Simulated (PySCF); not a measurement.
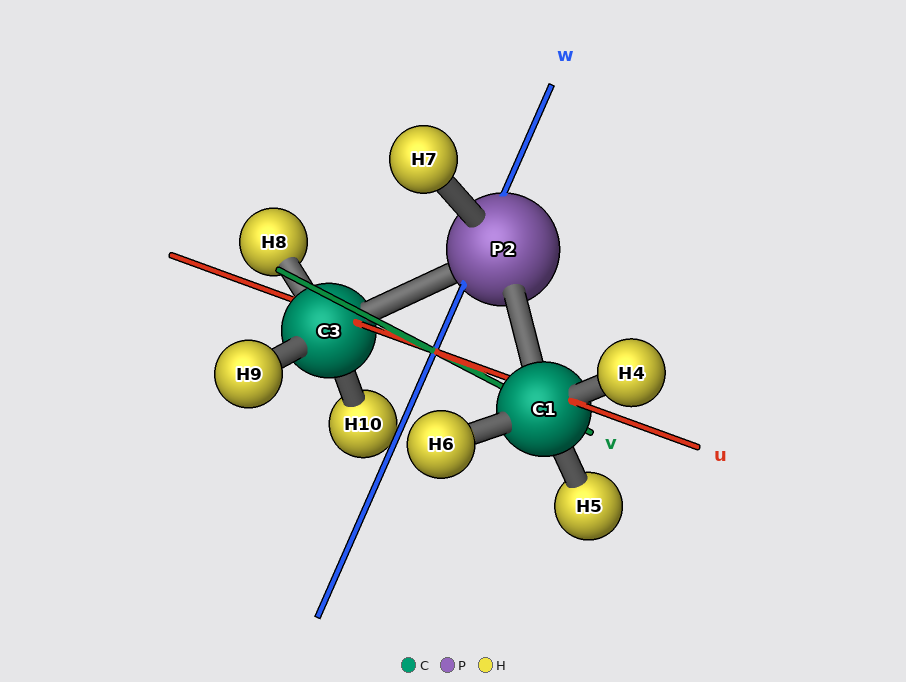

The lines u, v and w are the principal axes of the static dipole polarisability. Computed geometry: GFN2-xTB optimisation. No frequency run is at hand to confirm it as a minimum. Level of theory: PBE0/def2-SVPD (PySCF 2.14.0).

Question: Along which axis is the molecule most polarisable, and along which least?

Answer: Most along u, least along v.

Question: Give the three principal values.

Answer: u 59.3, v 46.7, w 52.6 bohr³; mean 52.9, anisotropy 10.9 bohr³.

The geometry is semi-empirical. Around P such bond lengths and angles can be off by a tenth of an ångström or more and by several degrees, and values that hang on the shape move with them.
